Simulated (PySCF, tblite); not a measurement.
**C4H8ClFSi2: geometry, infrared bands and NMR shifts**

Aim: predict the infrared bands and NMR shifts of C4H8ClFSi2 (`FC1=C(Cl)C[SiH2][SiH2]C1`).

The runs use tblite 0.8.0 and PySCF 2.14.0, with density-fitted response routines of our own; the level of theory stands in each step. All values are computed, except where a source is named. Atoms are numbered from 0 throughout.

## Step 1: The starting structure

16 atoms, charge 0, multiplicity 1; geometry from: force field or distance geometry start.

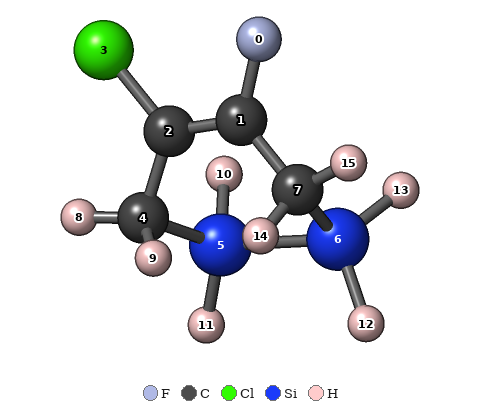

The starting geometry (fluorine light blue, carbon dark grey, chlorine green, silicon blue, hydrogen pink), atoms numbered; sticks join atoms by distance.

## Step 2: Optimising the geometry with GFN2-xTB

Job settings and geometry (Å):

```
{"job": {"kind": "relax", "xc": "GFN2-xTB", "basis": "xTB"}, "charge": 0, "multiplicity": 1}
F      0.701100    -2.369900    -1.359700
C      0.397000    -1.383800    -0.451500
C      1.413500    -0.577500    -0.121700
Cl     2.994100    -0.710000    -0.823800
C      1.197600     0.536900     0.880100
Si     0.065500     1.742700    -0.051200
Si    -1.702100     0.381000    -0.350000
C     -0.957100    -1.266400     0.149900
H      2.154000     0.984800     1.158000
H      0.650700     0.091400     1.724300
H      0.646900     1.953500    -1.378600
H     -0.248500     2.930200     0.696100
H     -2.770000     0.667300     0.636500
H     -2.154800     0.423300    -1.731300
H     -0.838300    -1.276300     1.240000
H     -1.557200    -2.118200    -0.228600
```

Run with:

```
$ OMP_NUM_THREADS=1 python probes_run.py task.json out
```

One launch serves the whole session: the jobs run in the order shown.

What it wrote:

```text
step      E/eV     max force
  0    -689.55716    1.505
  1    -689.66019    0.616
  2    -689.72140    0.475
  3    -689.76167    0.500
  4    -689.80272    0.611
  5    -689.83039    0.456
  6    -689.85137    0.292
  7    -689.86925    0.349
  8    -689.88969    0.396
  9    -689.90742    0.412
 10    -689.91925    0.286
 11    -689.92607    0.184
 12    -689.93008    0.135
 13    -689.93308    0.136
 14    -689.93536    0.111
 15    -689.93713    0.132
 16    -689.93876    0.099
 17    -689.94031    0.087
 18    -689.94189    0.123
 19    -689.94349    0.118
 20    -689.94492    0.109
 21    -689.94616    0.092
 22    -689.94741    0.086
 23    -689.94892    0.126
 24    -689.95082    0.145
 25    -689.95276    0.123
 26    -689.95416    0.097
 27    -689.95517    0.086
 28    -689.95633    0.092
 29    -689.95797    0.135
 30    -689.95995    0.133
 31    -689.96162    0.090
 32    -689.96264    0.085
 33    -689.96334    0.084
 34    -689.96414    0.097
 35    -689.96506    0.091
 36    -689.96581    0.059
 37    -689.96624    0.048
 38    -689.96650    0.041
 39    -689.96672    0.039
 40    -689.96695    0.045
 41    -689.96718    0.040
 42    -689.96742    0.051
 43    -689.96770    0.049
 44    -689.96808    0.060
 45    -689.96850    0.053
 46    -689.96889    0.040
 47    -689.96917    0.047
 48    -689.96940    0.038
 49    -689.96963    0.038
 50    -689.96990    0.042
 51    -689.97018    0.039
 52    -689.97040    0.033
 53    -689.97055    0.025
 54    -689.97068    0.026
 55    -689.97084    0.032
 56    -689.97107    0.049
 57    -689.97136    0.050
 58    -689.97168    0.054
 59    -689.97205    0.056
 60    -689.97251    0.052
 61    -689.97303    0.068
 62    -689.97346    0.060
 63    -689.97369    0.028
 64    -689.97379    0.026
 65    -689.97385    0.023
 66    -689.97392    0.026
 67    -689.97402    0.027
 68    -689.97410    0.026
 69    -689.97417    0.024
 70    -689.97423    0.020
 71    -689.97429    0.022
 72    -689.97435    0.019
 73    -689.97441    0.018
 74    -689.97445    0.017
 75    -689.97450    0.018
 76    -689.97455    0.019
 77    -689.97458    0.010
 78    -689.97460    0.006
```

It took 1.2 s on 1 thread of Arm Neoverse N1, shared host.

Relaxation path: (not every step is listed)

```
step  energy from step 0 (eV)  largest force (eV/Å)
   0                   0.0000                1.5052
   1                  -0.1030                0.6165
   2                  -0.1642                0.4748
   3                  -0.2045                0.4998
   4                  -0.2456                0.6105
   5                  -0.2732                0.4557
   6                  -0.2942                0.2924
   7                  -0.3121                0.3493
   8                  -0.3325                0.3964
  14                  -0.3782                0.1111
  20                  -0.3878                0.1091
  26                  -0.3970                0.0971
  32                  -0.4055                0.0852
  38                  -0.4093                0.0413
  44                  -0.4109                0.0599
  50                  -0.4127                0.0424
  56                  -0.4139                0.0492
  62                  -0.4163                0.0604
  68                  -0.4169                0.0262
  73                  -0.4173                0.0184
  74                  -0.4173                0.0170
  75                  -0.4173                0.0184
  76                  -0.4174                0.0190
  77                  -0.4174                0.0102
  78                  -0.4174                0.0064
```

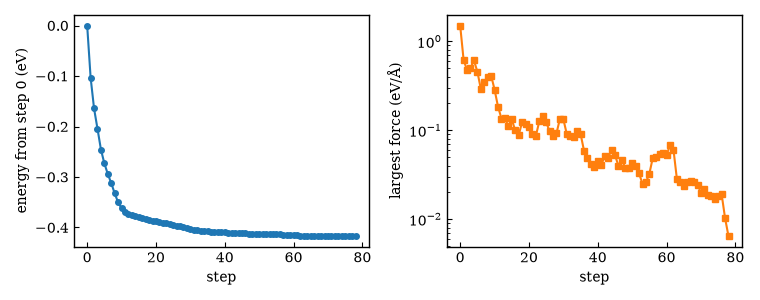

Energy and force, step by step.

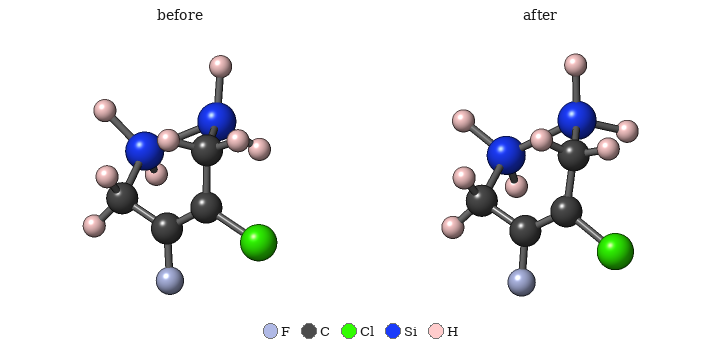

The geometry before (left) and after (right).

Distances of close pairs at the start and the end, largest changes first:

```
   bond  before (Å)  after (Å)  change (Å)
Si5–Si6       2.251      2.317      +0.065
 Si6–C7       1.876      1.927      +0.051
Si5–H11       1.438      1.469      +0.031
 C4–Si5       1.898      1.927      +0.029
  C2–C4       1.514      1.488      -0.026
 C7–H15       1.109      1.088      -0.020
  F0–C1       1.375      1.357      -0.018
Si6–H12       1.482      1.468      -0.013
```

The end geometry stands in the next job.

## Step 3: Harmonic vibrations with GFN2-xTB

Job settings and geometry (Å):

```
{"job": {"kind": "ir", "xc": "GFN2-xTB", "basis": "xTB"}, "charge": 0, "multiplicity": 1}
F      0.556331    -2.496308    -1.205199
C      0.394529    -1.441290    -0.367402
C      1.416790    -0.622146    -0.117937
Cl     2.964857    -0.903410    -0.860727
C      1.299523     0.578250     0.753835
Si     0.021952     1.814291     0.010723
Si    -1.737359     0.377549    -0.444441
C     -0.982340    -1.286608     0.167378
H      2.278251     1.037046     0.871692
H      0.963684     0.276800     1.748625
H      0.642385     2.467879    -1.145728
H     -0.204236     2.853066     1.023818
H     -2.989320     0.571396     0.298011
H     -2.101676     0.213943    -1.855265
H     -0.959144    -1.285937     1.258622
H     -1.571824    -2.145578    -0.147416
```

What it wrote:

```text
mode    cm-1     km/mol
  1      75.1      0.11
  2      93.9      0.25
  3     134.7      0.92
  4     190.6      1.33
  5     219.2      4.44
  6     290.9      4.77
  7     348.0     31.89
  8     361.3      1.78
  9     384.9     32.60
 10     434.2      0.63
 11     453.3     12.85
 12     467.6      2.55
 13     512.4      0.68
 14     527.5     11.95
 15     561.6     10.11
 16     601.5    322.11
 17     623.3     43.69
 18     674.5     57.66
 19     711.9     41.09
 20     724.6     77.30
 21     762.7     62.93
 22     771.7    130.20
 23     782.0    239.19
 24     813.2    117.78
 25     915.8    127.26
 26    1074.4     59.56
 27    1141.2     10.13
 28    1151.7     23.62
 29    1183.2     13.10
 30    1204.0     63.50
 31    1234.8     27.40
 32    1449.4      0.87
 33    1459.4      8.39
 34    1684.6     21.58
 35    2199.7     35.14
 36    2213.0    478.37
 37    2230.7    135.94
 38    2233.9    463.64
 39    2948.0     17.31
 40    2958.8     15.41
 41    3018.1      5.07
 42    3023.1      9.06
```

Run time: 1.3 s. Hardware: 1 thread of Arm Neoverse N1, shared host.

Which atoms move in the most intense modes:

```
cm⁻¹  km/mol                                   atoms
 602   322.1  H10 30 %, H11 21 %, H13 18 %, H12 17 %
 772   130.2             C7 25 %, H15 22 %, H14 16 %
 782   239.2  H11 26 %, H10 24 %, H12 23 %, H13 22 %
 813   117.8  H12 24 %, H13 22 %, H11 20 %, H10 18 %
 916   127.3      C2 32 %, C7 19 %, F0 13 %, H8 12 %
2213   478.4                      H12 53 %, H11 43 %
2231   135.9            H10 49 %, H13 32 %, H12 10 %
2234   463.6                      H13 56 %, H10 40 %
```

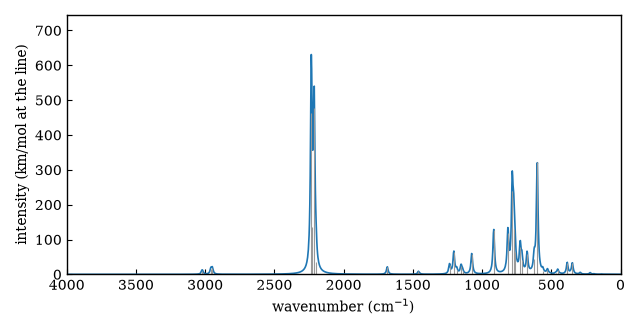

The infrared spectrum from these modes, unscaled. Lines are broadened to a width of 14 cm⁻¹ (Lorentzian).

## Step 4: NMR shieldings: PBE0/pcSseg-1

Same as in step 3 but for these lines:

```diff
@@ -1,2 +1,2 @@
-{"job": {"kind": "ir", "xc": "GFN2-xTB", "basis": "xTB"}, "charge": 0, "multiplicity": 1}
+{"job": {"kind": "nmr", "xc": "PBE0", "basis": "pcSseg-1"}, "charge": 0, "multiplicity": 1}
 F      0.556331    -2.496308    -1.205199
```

With the program's defaults for keys left out, this is: GIAO PBE0/pcSseg-1 NMR shielding, non-relativistic, gas phase.

What it wrote:

```text
coarse grid: 15264 points
cycle   1  E = -1295.4011139862  dE =  9.204e-01  |g| = 5.049e-01  |ddm| = 3.847e+00
cycle   2  E = -1295.3765931567  dE =  2.452e-02  |g| = 6.554e-01  |ddm| = 1.046e+00
cycle   3  E = -1295.4510311545  dE = -7.444e-02  |g| = 7.841e-02  |ddm| = 6.272e-01
cycle   4  E = -1295.4519065357  dE = -8.754e-04  |g| = 3.520e-02  |ddm| = 9.114e-02
cycle   5  E = -1295.4521809674  dE = -2.744e-04  |g| = 8.131e-03  |ddm| = 4.286e-02
cycle   6  E = -1295.4521953054  dE = -1.434e-05  |g| = 3.417e-03  |ddm| = 1.377e-02
cycle   7  E = -1295.4521977494  dE = -2.444e-06  |g| = 1.188e-03  |ddm| = 4.306e-03
final grid: 135016 points
cycle   8  E = -1295.5039074459  dE = -3.726e-05  |g| = 7.740e-03  |ddm| = 3.021e-02
cycle   9  E = -1295.5038933032  dE =  1.414e-05  |g| = 1.090e-02  |ddm| = 1.728e-02
cycle  10  E = -1295.5039212407  dE = -2.794e-05  |g| = 1.162e-03  |ddm| = 1.094e-02
cycle  11  E = -1295.5039214381  dE = -1.974e-07  |g| = 3.299e-04  |ddm| = 1.326e-03
cycle  12  E = -1295.5039214589  dE = -2.082e-08  |g| = 6.912e-05  |ddm| = 3.086e-04
cycle  13  E = -1295.5039214598  dE = -9.343e-10  |g| = 3.069e-05  |ddm| = 1.016e-04
converged SCF energy = -1295.5039214598

GIAO shielding tensors (ppm)
atom      isotropic    diamagn.    paramagn.     s11        s22        s33       span
  0 F      258.726     471.350    -212.624    190.266    282.053    303.858    113.592
  1 C       23.800     250.581    -226.781    -65.771     62.776     74.397    140.168
  2 C       68.576     258.477    -189.901     -2.430     94.166    113.992    116.422
  3 Cl     724.166    1145.948    -421.782    575.594    628.828    968.075    392.481
  4 C      167.558     251.799     -84.242    146.666    163.383    192.624     45.958
  5 Si     427.718     879.573    -451.855    397.292    422.100    463.761     66.470
  6 Si     426.003     879.756    -453.753    395.844    419.744    462.422     66.578
  7 C      171.837     256.642     -84.804    160.289    161.657    193.566     33.277
  8 H       29.496      29.984      -0.488     23.818     29.385     35.286     11.468
  9 H       30.118      31.065      -0.947     26.006     27.428     36.920     10.914
 10 H       27.868      28.553      -0.684     23.973     25.846     33.786      9.813
 11 H       27.770      28.572      -0.802     23.865     25.050     34.395     10.530
 12 H       27.674      28.508      -0.834     23.854     24.961     34.209     10.355
 13 H       27.842      28.601      -0.759     24.119     25.405     34.000      9.881
 14 H       30.168      31.550      -1.382     25.815     27.649     37.040     11.225
 15 H       29.216      29.616      -0.400     24.147     27.688     35.814     11.667
```

Wall time 63 s (1 thread of Arm Neoverse N1, shared host); peak memory 0.89 GiB.

Shifts follow as δ = σ(reference) − σ, with reference shieldings (ppm) from runs at the same level and on the same kind of geometry: 1H TMS 31.72, 13C TMS 186.9, 29Si TMS 349.2, 19F CFCl3 170.9, 35Cl HCl 950. The references are single molecules in the gas phase, so shifts against H2O, NH3, PH3, H3PO4 or CFCl3 are not on the usual liquid scales and can be off by tens of ppm. Atoms listed in one row are averaged.

```
   atoms                                                  environment  σ (ppm)  δ (ppm)  δ scaled to CDCl3
      C1                              fully substituted alkene carbon     23.8    163.1              157.3
      C2                              fully substituted alkene carbon     68.6    118.3              113.6
      C4                                 allylic sp3 CH2 bonded to Si    167.6     19.4               17.0
      C7                                 allylic sp3 CH2 bonded to Si    171.8     15.1               12.8
H12, H13  hydrogen on a silicon bonded to C, Si, in a 6-membered ring    27.76     3.96                  –
H10, H11  hydrogen on a silicon bonded to C, Si, in a 6-membered ring    27.82     3.90                  –
H14, H15                  hydrogen on an allylic sp3 CH2 bonded to Si    29.69     2.02               2.01
  H8, H9                  hydrogen on an allylic sp3 CH2 bonded to Si    29.81     1.91               1.91
      F0                                             vinylic fluorine    258.7    -87.8                  –
     Cl3                                         chlorine bonded to C      724      226                  –
     Si6           silicon bonded to C, Si, 2 H, in a 6-membered ring    426.0    -76.8                  –
     Si5           silicon bonded to C, Si, 2 H, in a 6-membered ring    427.7    -78.6                  –
```

The scaled column applies a straight-line fit of computed shieldings to shifts measured in CDCl3, with any fitted terms for Cl, Br or S neighbours, and one for carbons that bear F (root-mean-square error 0.16 ppm for H, 1.9 ppm for C).

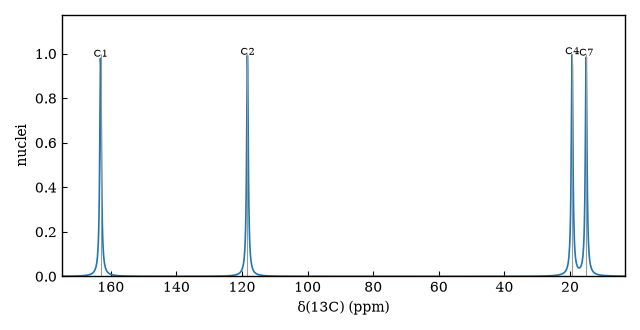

13C lines at the computed shifts, without couplings. Lines are broadened to a width of 0.59 ppm (Lorentzian).

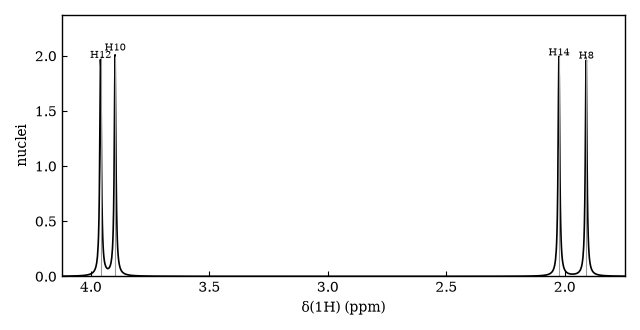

1H lines at the computed shifts, without couplings. Lines are broadened to a width of 0.01 ppm (Lorentzian).

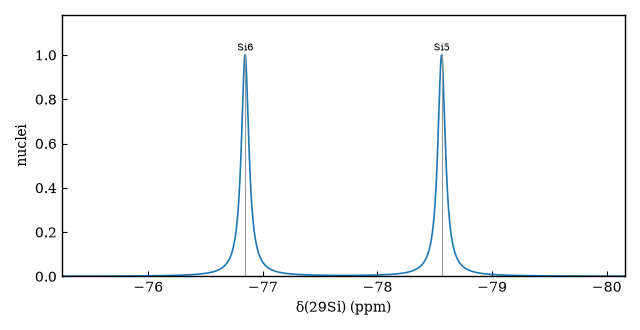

29Si lines at the computed shifts, without couplings. Lines are broadened to a width of 0.08 ppm (Lorentzian).

Charges from the same density, by scheme (e):

```
atoms  Mulliken    IAO  Hirshfeld  ESP fit
   F0     -0.27  -0.27      -0.09    -0.20
   C1      0.37   0.26       0.07     0.34
   C2     -0.37  -0.08      -0.02    -0.27
  Cl3     -0.06  -0.03      -0.05    -0.04
   C4     -0.40  -0.53      -0.16    -0.19
  Si5      0.35   0.45       0.25     0.21
  Si6      0.35   0.45       0.25     0.29
   C7     -0.51  -0.55      -0.16    -0.34
```

Hirshfeld charges:

F0 -0.09; C1 0.07; C2 -0.02; Cl3 -0.05; C4 -0.16; Si5 0.25; Si6 0.25; C7 -0.16; H8 0.05; H9 0.05; H10 -0.07; H11 -0.08; H12 -0.08; H13 -0.07; H14 0.05; H15 0.05

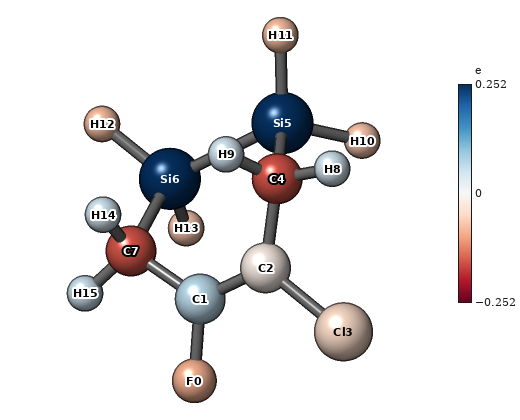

Hirshfeld charges, as colours on the atoms.

Mayer bond orders: F0–C1 0.97, C1–C2 1.63, C2–Cl3 1.14, C2–C4 1.02, C4–Si5 0.87, Si5–Si6 0.91, Si6–C7 0.85, C7–C1 1.08.

Ring of atoms C1, C2, C4, Si5, Si6, C7: NICS(0) -3.9, NICS(1) -4.2, NICS(1)zz -0.7 ppm (means of both faces).

## Step 5: Results

| quantity | value |
| --- | --- |
| strongest single infrared mode (GFN2-xTB) | 2213 cm⁻¹, 478 km/mol |
| zero-point energy (GFN2-xTB) | 64.1 kcal/mol |
| 13C shifts against TMS (PBE0/pcSseg-1) | 163.1, 118.3, 19.4, 15.1 ppm |
| 1H shifts against TMS (PBE0/pcSseg-1, means over atoms taken as alike) | 3.96, 3.90, 2.02, 1.91 ppm |
| 19F shifts against CFCl3 (PBE0/pcSseg-1) | -87.8 ppm |
| 35Cl shifts against HCl (PBE0/pcSseg-1) | 226 ppm |
| 29Si shifts against TMS (PBE0/pcSseg-1) | -76.8, -78.6 ppm |

What this shows: The optimisation took 78 steps and gained 0.417 eV; among the close pairs (by a distance rule), Si5–Si6 changed most, from 2.251 to 2.317 Å. No mode is imaginary among the 42: a minimum at this level. The strongest single mode, at 2213 cm⁻¹, moves mainly H12 and H11. GFN2-xTB is a fitted tight-binding method: band positions and strengths are rough. Its intensities can rank the bands wrongly. At PBE0/pcSseg-1: The largest span, 392 ppm, is at Cl3, where the paramagnetic term is -422 ppm.
